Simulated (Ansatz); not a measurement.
**BrFH2NOSi (doublet): density, localisation and related maps**

```xyz
7

Br   -2.1279    1.9645   -0.8296
F     0.1234    0.6424    0.8562
N    -2.4182   -0.5680    0.9661
O    -0.5954   -0.8525   -1.1171
Si   -1.1672    0.1690    0.0208
H    -2.5069   -0.2190    1.9277
H    -1.2374   -1.3946   -1.5858
```

Geometry: PBE0-D3(BJ)/def2-SVP.

Level of theory: Ansatz 0.2.0, isolated molecule in a Gaussian basis; Kohn-Sham density functional theory, functional PBE0.

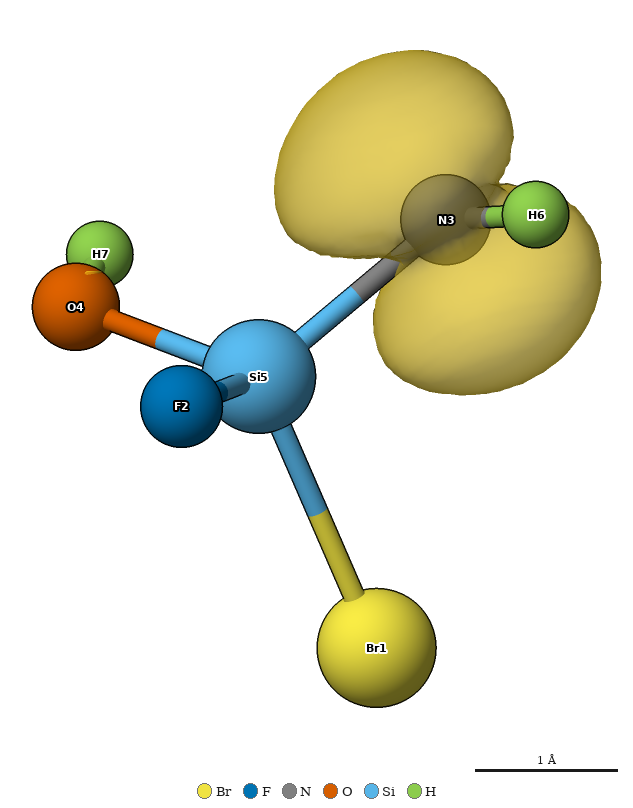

Figure 1. Isosurfaces of the spin density at +0.04 (yellow) and −0.04 e/Å³ (cyan), seen at a tilt.

### Describe the spin distribution.

The unpaired spin (1 electron) lies mostly on N3 (about 0.8) and Si5 (about 0.1), in electrons by Hirshfeld's partition.

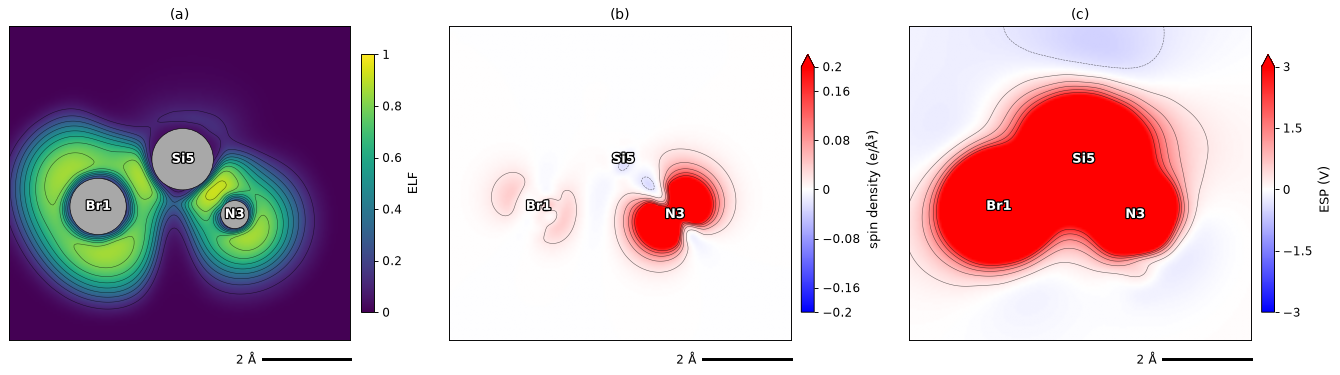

Figure 2. (a) ELF; (b) spin density; (c) electrostatic potential on the plane of atoms Br1, Si5 and N3. Grey discs cover the atomic cores in the ELF map.

### Read the bonding off the picture.

The plane passes through Br, N and Si nuclei.
Si–N (1.73 Å): the ELF peaks at about 0.90 between the atoms (a polar covalent bond).
Si–Br (2.21 Å): the ELF peaks at about 0.85 between the atoms (a shared but strongly polarised pair).
The ELF also peaks beside Br1, away from the bonds: non-bonding electrons, paired or unpaired.

Outside the dense part of the molecule the potential is most negative (−0.5 V) near O4, which lies off the plane.

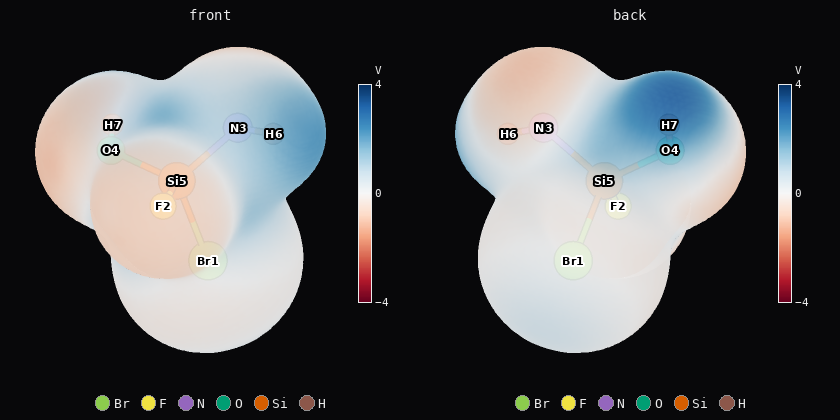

Figure 3. The molecular electrostatic potential painted on the density surface at 0.002 e/bohr³, seen from the front and from behind; red is negative and blue positive.

### Describe the electrostatic potential map.

The most negative region (about −1.0 V) lies over N3 and O4, the most positive (about +3.1 V) over H7. Br1 shows a σ-hole: about +0.6 V at the tip opposite its bond, against about −0.1 V on its flanks.

### What dipole moment does the calculation give?

Its dipole moment is 1.47 D.
